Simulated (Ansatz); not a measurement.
Band structure of Li₂Ga (Cmcm, 6 atoms in the cell).

```
CELL_PARAMETERS angstrom
      2.28100    -4.77100     0.00000
      2.28100     4.77100     0.00000
      0.00000     0.00000     4.36400
ATOMIC_POSITIONS crystal
  Li 0.58800 0.41200 0.25000
  Li 0.41200 0.58800 0.75000
  Ga 0.92370 0.07630 0.25000
  Ga 0.07630 0.92370 0.75000
  Li 0.24300 0.75700 0.25000
  Li 0.75700 0.24300 0.75000
```

Level of theory: r2SCAN with spin-orbit coupling, default PAW files made with PBE (plane waves; Ansatz, a first-principles code).

Settings: basis.ecutwfc = 500 eV; kpoints.mp_grid.grid = 8 8 7; hamiltonian.xc = r2scan; hamiltonian.pseudopotentials = {kind: paw} (the program's default PAW files); magnetization.noncollinear = true; magnetization.spin_orbit = true; scf.occupations.method = gaussian; scf.occupations.width = 0.1 eV; kpoints.band_path.npoints = 10.

The starting cell comes from a database of published, mostly measured structures (it also holds non-ambient and calculated ones), without a prior relaxation at this level.

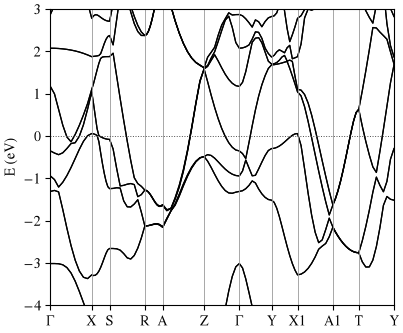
*Bands along the path, energies from the Fermi level.*

Levels in eV from the Fermi level, bands 35 to 42:
```tsv
point	35	36	37	38	39	40	41	42
Γ	-0.95	-0.95	-0.35	-0.35	1.17	1.17	2.07	2.07
X	0.06	0.06	1.04	1.04	1.10	1.10	1.87	1.87
S	-1.25	-1.25	-0.08	-0.08	1.87	1.87	2.37	2.37
R	-2.13	-2.13	-1.28	-1.28	-1.28	-1.28	2.37	2.37
A	-2.15	-2.15	-1.64	-1.64	-1.62	-1.62	3.88	3.88
Z	-0.49	-0.49	1.58	1.58	1.58	1.58	1.61	1.61
Y	-0.30	-0.30	1.68	1.68	1.70	1.70	1.87	1.87
X1	0.06	0.06	1.04	1.04	1.10	1.10	1.87	1.87
A1	-2.15	-2.15	-1.64	-1.64	-1.62	-1.62	3.88	3.88
T	-2.76	-2.76	0.63	0.63	0.63	0.63	3.35	3.35
```

Bands cross the Fermi level along this path, so the cell is metallic at this level.

The net moment of the cell came out as 0.00 μB.

Keys are those of Ansatz 0.2.
